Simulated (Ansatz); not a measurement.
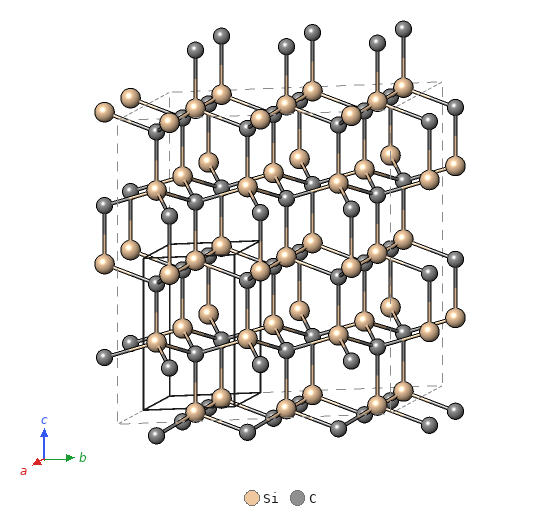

SiC (space group P6_3mc, No. 186): a calculation's input that goes back to an entry of the Crystallography Open Database (an earlier step may have relaxed or displaced it).

Bonds are taken as C–Si below 2.2 Å; no other contact counts. Atoms with one bond or none are removed and atoms with two bonds are replaced by edges, until no such atom is left.

Q: What kind of net remains, and which atoms are its nodes?

A: A uninodal 4-connected, three-periodic net: Si and C are 4-connected nodes.

Q: Name the underlying net.

A: It is the lon net, known from lonsdaleite, wurtzite and tridymite.

Q: Is the net interpenetrated?

A: It is a single net, without interpenetration.

Q: Give the first eight terms of the coordination sequence (nodes one, two, three … edges away).

A: Si and C: 4, 12, 25, 44, 67, 96, 130, 170.

The simplified net, drawn on the atoms' positions. Nodes are coloured by element. Edges to nodes outside the piece are drawn as stubs.

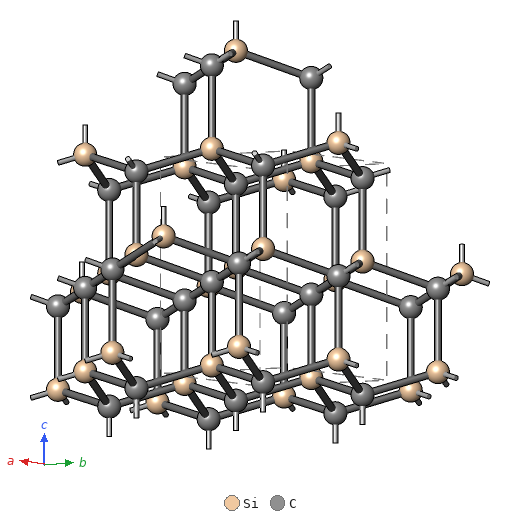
